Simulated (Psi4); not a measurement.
# AlNH3O (SMILES [NH2][Al][OH]): U-revPBE/def2-SVPD

Aim: the vertical ionisation energy of AlNH3O at U-revPBE/def2-SVPD, from 2 runs. 

The results are computed with Psi4 1.11.

**1. The system as given**

AlNH3O has 6 atoms, charge 0, and is taken as a doublet. SMILES: `[NH2][Al][OH]`. Geometry: relaxed at PBE0-D4/def2-TZVP. This is one conformer, not always the lowest.

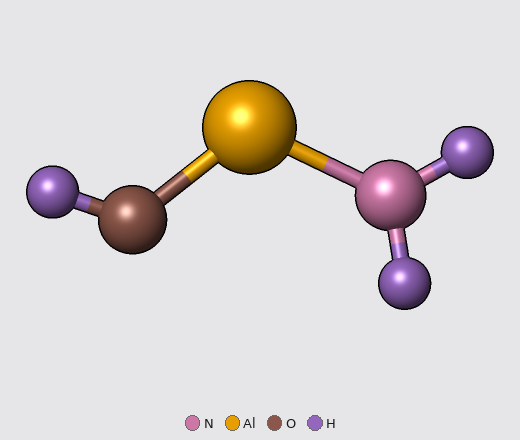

Viewed from a chosen angle; nitrogen pink, aluminium amber, oxygen brown, hydrogen purple.

**2. The energy at U-revPBE/def2-SVPD**

Input file calc.dat:

```
memory 2.2 GB

molecule system {
  0 2
  N     -1.74591797     0.45391222    -1.43770364
  Al     1.12476499     1.13629232     0.13360364
  O      2.25652197    -1.16879561     2.08096641
  H     -2.71043418    -1.17843321    -1.24192801
  H     -2.63560103     1.62818803    -2.63956945
  H      3.79022369    -0.99229519     3.01751468
  units bohr
  symmetry c1
  no_reorient
  no_com
}

set {
  basis                def2-SVPD
  reference            uks
  puream               true
  e_convergence        1e-09
  d_convergence        1e-08
  scf_type             pk
  dft_radial_points    99
  dft_spherical_points 590
  maxiter              100
}

result, w = energy("revpbe", return_wfn=True)
```

Launch:

```console
$ psi4 -i calc.dat -o calc.out -n 1
```

calc.out:

```text
[...]
  Running in c1 symmetry.
[...]
  Nuclear repulsion =   93.731213377113235
[...]
  Multiplicity = 2
[...]
  Nalpha       = 16
  Nbeta        = 15
[...]
    Number of basis functions: 91
[...]
   @UKS iter   1:  -373.36338272325384    4.73918e-02   1.34386e-02 DIIS/ADIIS
[...]
   @UKS iter  13:  -374.00403815565545   -4.20641e-12   5.93988e-09 DIIS
[...]
   @S^2 Observed:                7.521957882E-01
[...]
    Orbital Energies [Eh]
    ---------------------
    Alpha Occupied:
       1A    -55.397412     2A    -18.763889     3A    -13.983243
       4A     -3.939907     5A     -2.543091     6A     -2.541308
       7A     -2.537109     8A     -0.878487     9A     -0.744046
      10A     -0.452905    11A     -0.428741    12A     -0.367635
      13A     -0.305242    14A     -0.278322    15A     -0.221908
      16A     -0.172905
    Alpha Virtual:
      17A     -0.040664    18A     -0.012924    19A     -0.003817
      20A      0.036187    21A      0.052714    22A      0.059432
      23A      0.070789    24A      0.090455    25A      0.096158
[...]
  @UKS Final Energy:  -374.00403815565545
   => Energetics <=
    Nuclear Repulsion Energy =             93.7312133771132352
    One-Electron Energy =                -703.3459364887444281
    Two-Electron Energy =                 270.8057786640879385
    DFT Exchange-Correlation Energy =     -35.1950937081121964
    Empirical Dispersion Energy =           0.0000000000000000
    VV10 Nonlocal Energy =                  0.0000000000000000
    Total Energy =                       -374.0040381556554507
  UHF NO Occupations:
  HONO-2 :   14  A 1.9997457
  HONO-1 :   15  A 1.9992425
[...]
 Multipole Moments:
 ------------------------------------------------------------------------------------
     Multipole            Electronic (a.u.)      Nuclear  (a.u.)        Total (a.u.)
 ------------------------------------------------------------------------------------
 L = 1.  Multiply by 2.5417464519 to convert [e a0] to [Debye]
 Dipole X            :        -18.8767698           18.8968833            0.0201136
 Dipole Y            :         -7.8070175            8.0562804            0.2492630
 Dipole Z            :         -7.5717944            7.4566703           -0.1151240
 Magnitude           :                                                    0.2753001
[...]
```

It took 15 s on 1 thread of Intel Xeon 6975P-C (Granite Rapids), shared host; peak memory 1.1 GiB.

**3. The singlet cation, same level**

Input file calc.py:

```python
import psi4

psi4.set_memory(2200000000)
psi4.set_num_threads(1)
psi4.set_output_file('output.dat', False)

molecule = psi4.geometry("""
1 1
N     -1.74591797     0.45391222    -1.43770364
Al     1.12476499     1.13629232     0.13360364
O      2.25652197    -1.16879561     2.08096641
H     -2.71043418    -1.17843321    -1.24192801
H     -2.63560103     1.62818803    -2.63956945
H      3.79022369    -0.99229519     3.01751468
units au
symmetry c1
""")

options = {'reference': 'rks', 'puream': True, 'e_convergence': 1e-09, 'd_convergence': 1e-08, 'scf_type': 'pk', 'dft_radial_points': 99, 'dft_spherical_points': 590}
psi4.set_options(options)

result, w = psi4.energy('revpbe/def2-SVPD', molecule=molecule, return_wfn=True)
psi4.oeprop(w, 'DIPOLE', 'MAYER_INDICES', 'MULLIKEN_CHARGES')
print('E =', round(result, 9))
```

Launch:

```console
$ python calc.py
```

output.dat:

```text
[...]
  Running in c1 symmetry.
[...]
  Nuclear repulsion =   93.731213377113235
[...]
  Multiplicity = 1
[...]
  Nalpha       = 15
  Nbeta        = 15
[...]
    Number of basis functions: 91
[...]
   @RKS iter   1:  -373.10363658810229    3.07138e-01   1.29617e-02 ADIIS/DIIS
[...]
   @RKS iter  12:  -373.71463335501790   -8.07177e-12   4.26949e-09 DIIS
[...]
    Orbital Energies [Eh]
    ---------------------
    Doubly Occupied:
       1A    -55.709757     2A    -19.009234     3A    -14.209448
       4A     -4.246095     5A     -2.849475     6A     -2.847661
       7A     -2.840600     8A     -1.112770     9A     -0.958712
      10A     -0.682645    11A     -0.639832    12A     -0.594020
      13A     -0.539259    14A     -0.506646    15A     -0.437101
[...]
  @RKS Final Energy:  -373.71463335501790
   => Energetics <=
    Nuclear Repulsion Energy =             93.7312133771132352
    One-Electron Energy =                -695.4818233165225365
    Two-Electron Energy =                 262.9547779531417859
    DFT Exchange-Correlation Energy =     -34.9188013687503656
    Empirical Dispersion Energy =           0.0000000000000000
    VV10 Nonlocal Energy =                  0.0000000000000000
    Total Energy =                       -373.7146333550178952
[...]
 Multipole Moments:
 ------------------------------------------------------------------------------------
     Multipole            Electronic (a.u.)      Nuclear  (a.u.)        Total (a.u.)
 ------------------------------------------------------------------------------------
 L = 1.  Multiply by 2.5417464519 to convert [e a0] to [Debye]
 Dipole X            :          2.6549700           -1.9880953            0.6668748
 Dipole Y            :          2.6157387           -1.1262401            1.4894986
 Dipole Z            :          0.4294741           -0.7510462           -0.3215721
 Magnitude           :                                                    1.6633511
[...]
  Mulliken Charges: (a.u.)
   Center  Symbol    Alpha    Beta     Spin     Total
       1     N     3.37708  3.37708  0.00000  0.24585
       2    AL     5.97012  5.97012  0.00000  1.05975
       3     O     4.22378  4.22378  0.00000 -0.44757
       4     H     0.51003  0.51003  0.00000 -0.02007
       5     H     0.50969  0.50969  0.00000 -0.01937
       6     H     0.40930  0.40930  0.00000  0.18140
   Total alpha = 15.00000, Total beta = 15.00000, Total charge =  1.00000
  Mayer Bond Indices:
[...]
```

Standard output:

```text
E = -373.714633355
```

Wall time 9.9 s (1 thread of Intel Xeon 6975P-C (Granite Rapids), shared host); peak memory 1.1 GiB.

**4. What came out**

Level: U-revPBE/def2-SVPD.

| quantity | value |
| --- | --- |
| doublet AlNH3O: total energy | -374.00404 Eh |
| doublet AlNH3O: dipole moment | 0.70 D |
| doublet AlNH3O: HOMO energy (highest over α and β) | -4.70 eV |
| doublet AlNH3O: LUMO energy (lowest over α and β) | -2.99 eV |
| doublet AlNH3O: ⟨S²⟩ | 0.752 |
| singlet cation: total energy | -373.71463 Eh |
| singlet cation: HOMO energy | -11.89 eV |
| singlet cation: LUMO energy | -10.72 eV |
| singlet cation: HOMO–LUMO gap | 1.17 eV |
| vertical ionisation energy (to the singlet cation) | 7.875 eV |

What this shows: Removing an electron at fixed nuclei costs 7.88 eV (182 kcal/mol). Only the singlet of the ionised species was computed; a triplet could lie lower. Mulliken charges (singlet cation) run from -0.45 on O3 to +1.06 on Al2; in a basis this large or diffuse they mean little.
